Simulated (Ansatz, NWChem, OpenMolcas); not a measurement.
**Strength of the Si–H bond: GeH2(SiH3)2 → GeH2(SiH2)(SiH3) + H**

Species: GeH2(SiH3)2, singlet; GeH2(SiH2)(SiH3), doublet; H atom, doublet. 

Shapes, held fixed at every level: PBE0-D4/def2-TZVP. Flexible molecules stand in one conformer, not always the lowest. Programs: Ansatz 0.2.0, NWChem 7.3.0, OpenMolcas 26.06. A level may come from different programs for different species; with the same settings they agree closely. The zero-point and thermal change to 298 K, harmonic and unscaled (PBE0-D4/def2-TZVP), is -18.8 kJ/mol.

```tsv
level	kind	ΔH(298 K) (kJ/mol)	less CCSD(T)/def2-TZVPP
HF/def2-TZVPP	Hartree–Fock	+289.7	-79.8
B3LYP/6-31G* (Cartesian functions)	global hybrid	+366.2	-3.3
B3LYP-D4/def2-TZVPP	global hybrid	+368.8	-0.7
wB97M-V/def2-TZVPP	range-separated hybrid	+377.2	+7.7
B2PLYP/def2-TZVPP	double hybrid	+368.1	-1.4
CCSD(T)/def2-SVP	coupled cluster or CI	+356.3	-13.2
CCSD(T)/def2-TZVPP	coupled cluster or CI	+369.5	0.0
```

The highest level, CCSD(T)/def2-TZVPP, gives ΔH(298 K) = +369.5 kJ/mol; the levels span +289.7 to +377.2. The column of differences is taken from that level and isn't an error. Hartree–Fock misses the correlation of the pair that is broken and comes out low. No measured value is set beside it here. Open shells run unrestricted unless RO is named. Relativity is left out for Ge unless named. Correlated rows may include outer-core shells of Ge, which these sets cover unevenly.

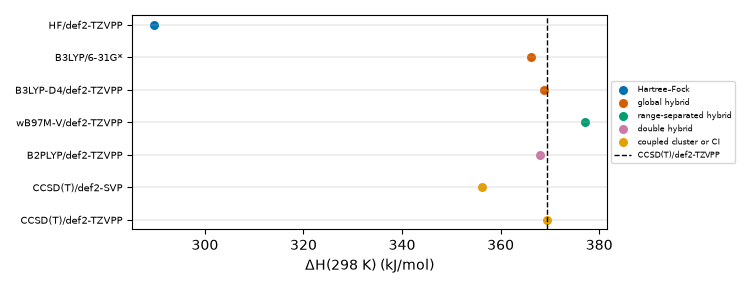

The values of the table, level by level.
